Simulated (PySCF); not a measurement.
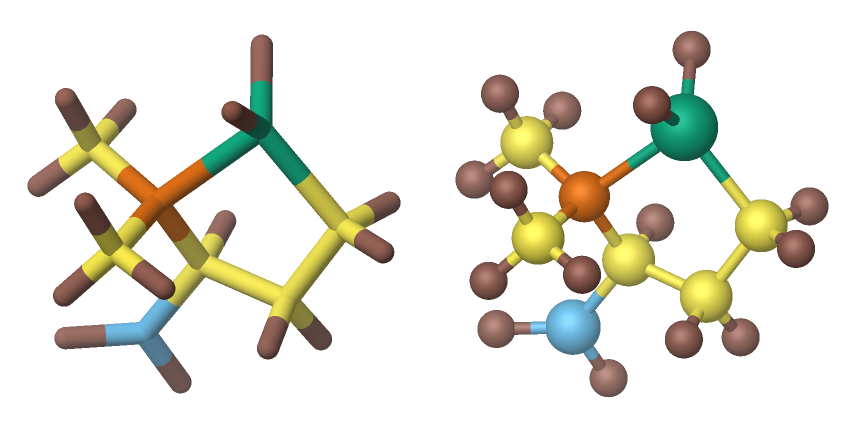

The same structure drawn twice, from different directions. Colours: boron blue, carbon yellow, aluminium teal, nitrogen orange, hydrogen brown.

Question: Give the formula.

Answer: C5H15AlBN, 23 atoms: 5 carbon, 15 hydrogen, 1 aluminium, 1 boron and 1 nitrogen.

Question: Give the symmetry (Schoenflies symbol).

Answer: C1.

Question: Name some functional groups or characteristic bonds that it holds.

Answer: Among them: B–H bond.

Question: Count the bonded pairs by element.

Answer: 11 C–H, 3 C–N, 2 C–C, 2 B–H, 2 Al–H, 1 C–B, 1 C–Al, 1 Al–N.

The parts below concern this one geometry. Atoms keep their numbers from picture to picture. The geometry was computed by an optimisation with PBE0-D3(BJ)/def2-SVP. No frequency run is at hand to confirm it as a minimum.

Electronic properties

No frequency run is at hand to confirm it as a minimum. Method: CAM-B3LYP/def2-SVPD, gas phase (PySCF 2.14.0). Excitations: vertical, linear response.

Question: Give the brightest of the 10 lowest singlets at this level.

Answer: 7.17 eV.

Question: Estimate the dipole moment.

Answer: 4.08 D.

Question: What is the LUMO energy (Kohn–Sham orbital)?

Answer: −0.87 eV.

Question: Estimate the lowest vertical singlet excitation.

Answer: 4.88 eV.

NMR shielding

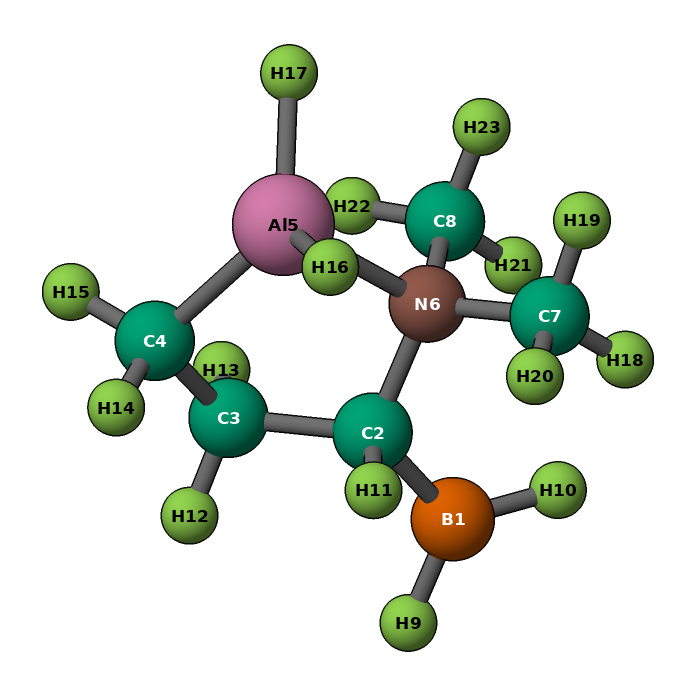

No frequency run is at hand to confirm it as a minimum. Level of theory: GIAO PBE0/pcSseg-1 NMR shielding, non-relativistic, gas phase (PySCF 2.14.0). Principal shieldings σ11 ≤ σ22 ≤ σ33, span Ω = σ33 − σ11, skew κ = 3(σiso − σ22)/Ω.

Give the shielding tensors of the B atoms.

| atom | σ11 | σ22 | σ33 | σiso | Ω | κ |
| --- | --- | --- | --- | --- | --- | --- |
| B1 | −69.2 | −23.9 | 131.2 | 12.7 | 200.4 | 0.55 |

Shieldings and span in ppm.

Quadrupole coupling

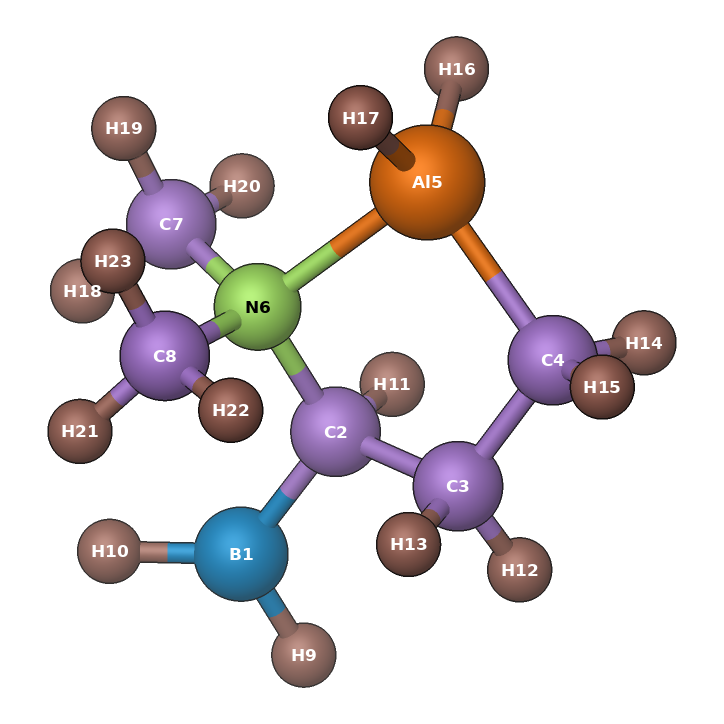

No frequency run is at hand to confirm it as a minimum. Electric field gradients from the ground-state density, PBE0/pcSseg-1 (PySCF 2.14.0), non-relativistic apart from any core potentials.

Give the largest field-gradient component, the quadrupole coupling constant and the asymmetry for 11B at B1 (Q = 40.59 mb), 27Al at Al5 (Q = 146.6 mb), 14N at N6 (Q = 20.44 mb).

```tsv
atom	V_zz (a.u.)	e²qQ/h (MHz)	η
B1	0.640	6.10	0.05
Al5	0.833	28.7	0.09
N6	−0.860	−4.13	0.03
```
